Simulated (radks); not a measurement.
## Ga: atomic calculation

A free Ga atom in the configuration [Ar] 3d10 4s2 5p1 (high spin). Computed at this level: scalar-relativistic Kohn-Sham, r2SCAN, spin-polarised, spherical densities, finite nucleus (the in-house radial solver radks).

Input file:
```
Z 31
configuration [Ar] 3d10 4s2 5p1
relativity scalar-relativistic
functional r2scan,r2scan
spin polarised
nucleus finite rms 3.9973 fm
c 137.035999084
```

Energies in input and log are in hartree, lengths in bohr (the nuclear radius in fm).

Output:
```
1s      1   1.0000        -377.22462450
2s      1   1.0000         -46.99891991
2p      1   3.0000         -40.86566515
3s      1   1.0000          -5.80135059
3p      1   3.0000          -3.92816244
3d      1   5.0000          -0.90811323
4s      1   1.0000          -0.49321760
5p      1   1.0000          -0.04399404
1s      2   1.0000        -377.22447615
2s      2   1.0000         -46.99897757
2p      2   3.0000         -40.86562250
3s      2   1.0000          -5.80131480
3p      2   3.0000          -3.92809910
3d      2   5.0000          -0.90775498
4s      2   1.0000          -0.49163785
5p      2   0.0000           0.00011832
Etot -1944.1101396801132
Ekin 1977.2182101809074
Encl -4679.75131157398
Eh 834.0677692923929
Exc -75.64480757943336
err 1.5815481173203519e-06
it 21
```

Orbitals:

```
orbital  occupation  energy (eV)  ⟨r⟩ (bohr)  outer maximum (bohr)
  1s up           1     −10264.8     0.04861                0.0318
1s down           1     −10264.8     0.04861                0.0318
2s down           1      −1278.9      0.2175                 0.182
  2s up           1      −1278.9      0.2175                 0.182
  2p up           3      −1112.0      0.1907                 0.147
2p down           3      −1112.0      0.1907                 0.147
  3s up           1     −157.863      0.6511                 0.564
3s down           1     −157.862      0.6511                 0.564
  3p up           3     −106.891      0.6789                 0.567
3p down           3     −106.889      0.6789                 0.567
  3d up           5      −24.711      0.8057                 0.536
3d down           5      −24.701      0.8051                 0.536
  4s up           1      −13.421       2.218                  1.86
4s down           1      −13.378       2.232                  1.86
  5p up           1       −1.197       9.623                  8.80
```

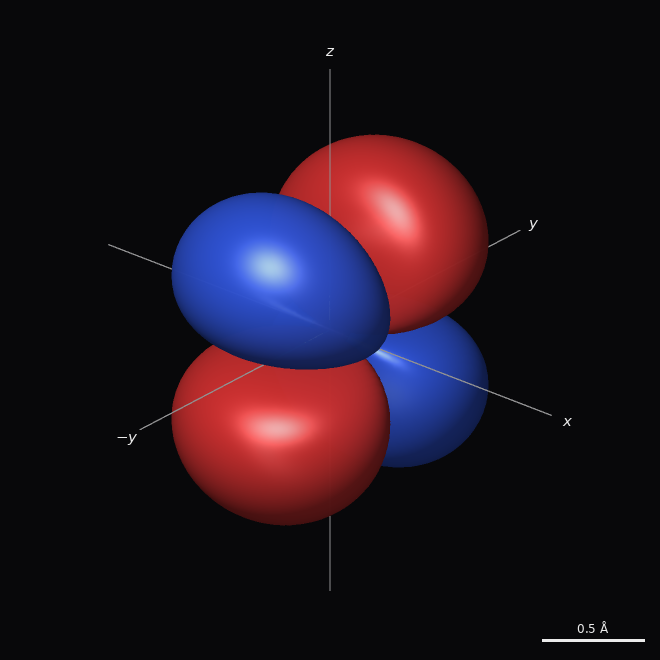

*One occupied orbital of up spin is shown. The surface of constant |ψ| that holds about 95 % of the electron is drawn, red where ψ is positive and blue where it is negative. The radial function comes from the spherical calculation and is multiplied by a real spherical harmonic; the overall sign is chosen so that the largest lobe of P(r) is positive; at the scalar-relativistic level it is the large component.*

It is 3d(yz) of up spin. It has the nodal planes xy and xz and no radial node. The maximum of P² lies at 0.536 bohr, ⟨r⟩ = 0.806 bohr, 90 % of the charge lies within 1.39 bohr, and the eigenvalue is −24.7 eV, with 5 electrons in the shell for this spin.

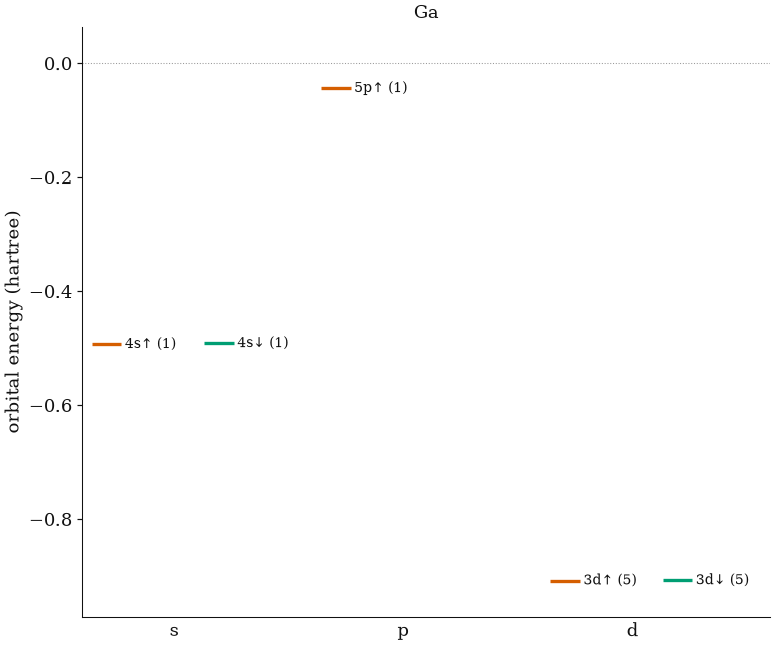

*The outer levels are drawn by angular momentum (occupations in brackets, up spins at the left of each column and down spins at the right).*

The highest occupied level is 5p up at −0.0440 hartree. The highest 3 occupied levels, from the top down, are 5p up (−0.0440 hartree), 4s down (−0.492 hartree), 4s up (−0.493 hartree). The largest exchange splitting (down less up) among the shells drawn in both spins is that of 4s, 0.00158 hartree.

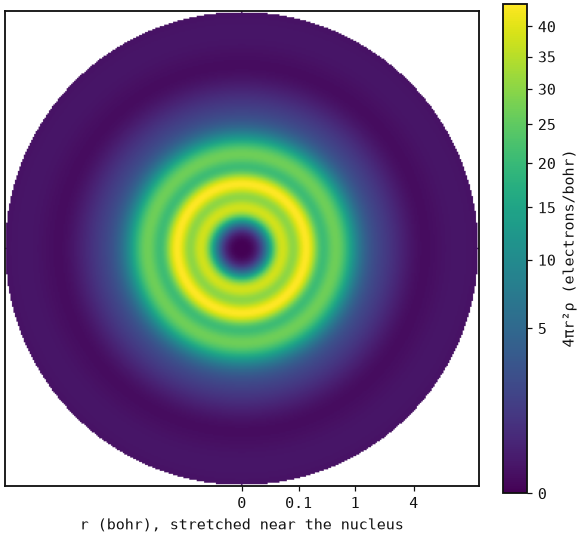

*The radial density 4πr²ρ as a disc about the nucleus, with the radius drawn as r to the power 0.3.*

There are 4 maxima, at r = 0.0340, 0.153, 0.542 and 8.77 bohr, parted by minima at 0.0722, 0.341 and 4.97 bohr, inside which lie 2.1, 10.9 and 30.0 electrons. The outermost maximum is faint. The configuration has 5 principal shells, so not every shell has a maximum of its own.

Summary:

- outcome: converged
- total energy: −1944.1101 hartree
- kinetic energy: 1977.2182 hartree
- electron–nucleus energy: −4679.7513 hartree
- Hartree energy: 834.067769 hartree
- exchange–correlation energy: −75.644808 hartree
- radius at density 0.001 e/bohr³: 3.74 bohr
- SCF iterations: 21
- hardware: 1 CPU thread, shared host

Notes:

This is an excited configuration.
